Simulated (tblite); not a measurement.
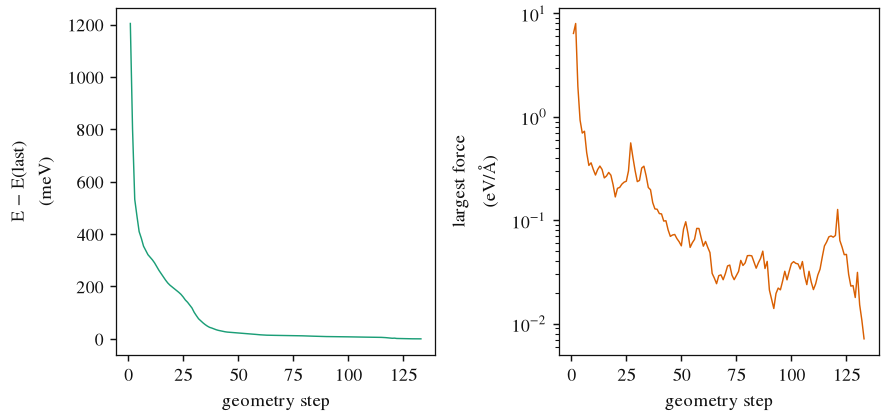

History of a geometry optimisation.

- system: C5H7FO4 (SMILES CCO[C@@]1(F)COC(=O)O1)
- method: GFN2-xTB geometry optimisation, gas phase (tblite)

Question: How did it end, and what did it gain?

Answer: The optimisation met its thresholds at geometry 133, counting the start as the first. The energy fell by about 1200 meV from the first step to the last. The largest force goes from about 6.4 eV/Å at the start to 7 × 10⁻³ eV/Å at the end.
